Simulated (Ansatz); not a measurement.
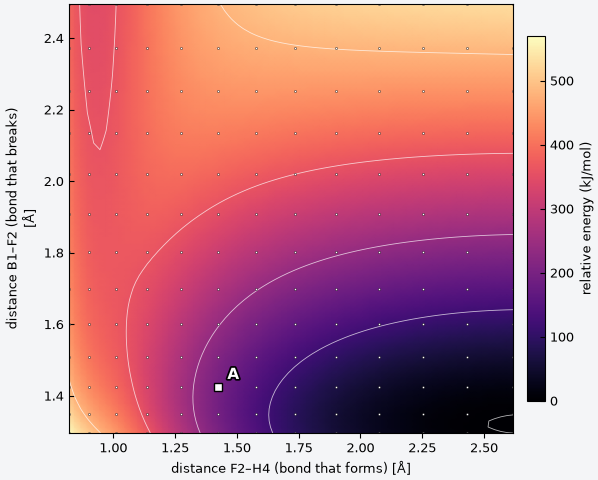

The reacting system BF₂H₂N (fragments BF₂H₂N where the first distance is long, BFHN + FH where the second is long). The first coordinate is: distance F2–H4 (bond that forms); the second: distance B1–F2 (bond that breaks). Relaxed at each point: all other coordinates. The scan uses a 13 × 13 grid. Points are written as (first, second). Energies are in kJ/mol, from the lowest grid point. The reference is spin-restricted, so regions where a bond is pulled apart into radicals lie too high. The calculation used RKS BHLYP-D4/def2-SVP (Ansatz).

In the figure: a smooth colour map with a few white contour lines, dots at the grid points, the point A. Between grid points the surface is interpolated.

### Which way does the force act at A, and how strong is it?

A, at (1.422 Å, 1.424 Å), is not a stationary point. The computed force is 400 kJ/mol for each Å towards larger values of the first coordinate and 128 kJ/mol for each Å towards smaller values of the second coordinate.
